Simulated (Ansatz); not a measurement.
## Molecular dynamics, with input and output: C2H9BOSi

- system: C2H9BOSi
- method: UKS B3LYP-D4/6-31G (Ansatz 0.2.0)

One setting was made poor on purpose. It belongs to a series of runs on one base structure; here: an input spoilt on purpose.

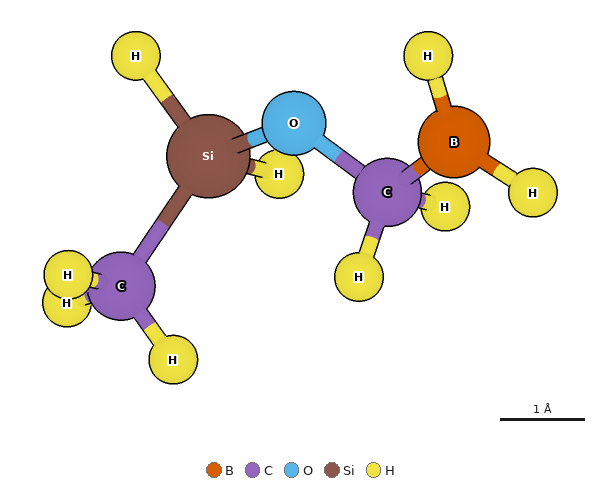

Fig. 1: The structure as given in the input (ball-and-stick view, seen at a tilt). Bond lengths as drawn: B–C 1.56 Å, B–H 1.19 to 1.20 Å, C–H 1.09 to 1.11 Å, C–O 1.45 Å, C–Si 1.91 Å, H–Si 1.50 to 1.51 Å and O–Si 1.74 Å.

The input:
```yaml
crystal:
  periodic: [false, false, false]
  atoms:
    - { symbol: B, position_ang: [-1.011552, 2.211095, 1.450581] }
    - { symbol: C, position_ang: [-0.759218, 1.130966, 0.359711] }
    - { symbol: O, position_ang: [-0.275675, -0.1258, 0.908604] }
    - { symbol: Si, position_ang: [0.024682, -1.533353, -0.071961] }
    - { symbol: C, position_ang: [1.496368, -1.288647, -1.260316] }
    - { symbol: H, position_ang: [-0.809342, 1.998383, 2.605304] }
    - { symbol: H, position_ang: [-1.4157, 3.282502, 1.099382] }
    - { symbol: H, position_ang: [-1.696404, 0.977673, -0.214658] }
    - { symbol: H, position_ang: [-0.042918, 1.542761, -0.381087] }
    - { symbol: H, position_ang: [-1.217007, -1.860441, -0.87296] }
    - { symbol: H, position_ang: [0.305703, -2.625748, 0.912107] }
    - { symbol: H, position_ang: [1.313612, -0.472433, -1.967337] }
    - { symbol: H, position_ang: [2.409023, -1.061288, -0.700371] }
    - { symbol: H, position_ang: [1.665628, -2.20487, -1.8381] }
magnetization:
  spin_polarized: true
basis:
  gaussian: { orbitals: "6-31G" }
hamiltonian:
  xc: b3lyp
  dispersion: d4
md:
  timestep: 0.5
  n_steps: 25
  ensemble: nve
  temperature: 3000.0
  initial_velocities: maxwell_boltzmann
  seed: 469723
  friction: 0.01
```

Run on 2 threads of Arm Neoverse N1, 16 GiB of memory available, shared host.

Launch command:
```bash
ansatz run input.yaml --threads 2 --pin off --max-ram 3072MiB --backend cpu --events-out ev --progress --plain --runs-dir out
```

Log:
```
Error: invalid value for `md.friction`: only applies to ensemble: nvt_langevin or npt_langevin — drop it or switch ensemble
```

Outcome:

```csv
quantity,value
outcome,refused by the program
```

Diagnosis:

The program refused the input: “invalid value for `md.friction`: only applies to ensemble: nvt_langevin or npt_langevin — drop it or switch ensemble” A deliberately poor setting: bad input.
